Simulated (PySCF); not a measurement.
# UHF/STO-3G run of BH2 (boron dihydride)

What is the vertical doublet–quartet gap of BH2 (boron dihydride) at UHF/STO-3G? The job is set up through a Python script.

The calculation is run with PySCF 2.14.0.

2 further runs of the same task are left out: 2 set aside as unsound or not needed.

### 1 Starting point

The species is BH2 (3 atoms), meant as a doublet with charge 0. SMILES: `[BH2]`. The shape is that of a GFN2-xTB optimisation.

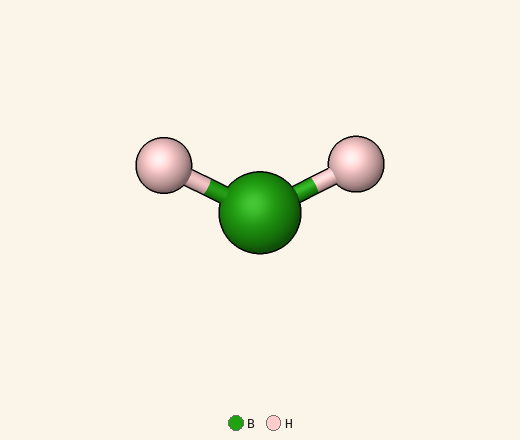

Viewed from a chosen angle; boron green, hydrogen pink.

### 2 A single-point energy at UHF/STO-3G

Contents of mol.xyz:

```xyz
3
BH2
B      0.262840    -0.166230     0.128640
H      0.280020     0.985320     0.260980
H     -0.542860    -0.819090    -0.389630
```

Contents of run.py:

```python
# [BH2]
from pyscf import gto

mol = gto.M(
    atom='mol.xyz',
    verbose=3,
    spin=1,
    max_memory=1860,
    basis='sto-3g',
)

mf = mol.UHF()
mf.conv_tol = 1e-10
mf.kernel()
if not mf.converged:
    mf = mf.newton().run(mf.mo_coeff, mf.mo_occ)

e_tot = mf.e_tot
print('Final energy', e_tot)
```

Launch:

```
$ OMP_NUM_THREADS=1 python run.py
```

The program printed:

```text
converged SCF energy = -25.4098570207529  <S^2> = 0.7517048  2S+1 = 2.0017041
Final energy -25.409857020752902
```

Wall time 0.54 s (1 thread of Arm Neoverse V2, shared host); peak memory 0.12 GiB.

### 3 The quartet at the same level

Contents of run.py:

```python
from pyscf import gto

system = gto.M(
    atom=[
    ('B', (0.262840, -0.166230, 0.128640)),
    ('H', (0.280020, 0.985320, 0.260980)),
    ('H', (-0.542860, -0.819090, -0.389630)),
],
    spin=3,
    max_memory=1860,
    basis='sto-3g',
    verbose=3,
    charge=0,
)

hf = system.UHF()
hf.conv_tol = 1e-10
hf.kernel()
if not hf.converged:
    hf = hf.newton().run(hf.mo_coeff, hf.mo_occ)

e_tot = hf.e_tot
print('E = %.10f Eh' % e_tot)
```

Launch:

```
$ OMP_NUM_THREADS=1 python run.py
```

The program printed:

```text
WARN: HOMO 0.155777874876711 >= LUMO -0.342008922976136

converged SCF energy = -25.1612515851548  <S^2> = 3.7538468  2S+1 = 4.001923
E = -25.1612515852 Eh
```

It took 0.58 s on 1 thread of Arm Neoverse V2, shared host; peak memory 0.12 GiB.

### 4 Outcome

Level: UHF/STO-3G.

| quantity | value |
| --- | --- |
| doublet: total energy | -25.40986 Eh |
| doublet: dipole moment | 0.14 D |
| doublet: HOMO energy (highest over α and β) | -8.09 eV |
| doublet: LUMO energy (lowest over α and β) | 6.52 eV |
| doublet: ⟨S²⟩ | 0.752 |
| quartet: total energy | -25.16125 Eh |
| quartet: dipole moment | 0.86 D |
| quartet: HOMO energy (highest over α and β) | -5.98 eV |
| quartet: LUMO energy (lowest over α and β) | -0.65 eV |
| quartet: ⟨S²⟩ | 3.754 |
| vertical energy of the quartet above the doublet | 6.765 eV |

**Reading.** At this shape the quartet lies 6.76 eV (156 kcal/mol) above the doublet. In a minimal basis such a difference can be off by several eV, whatever the method.
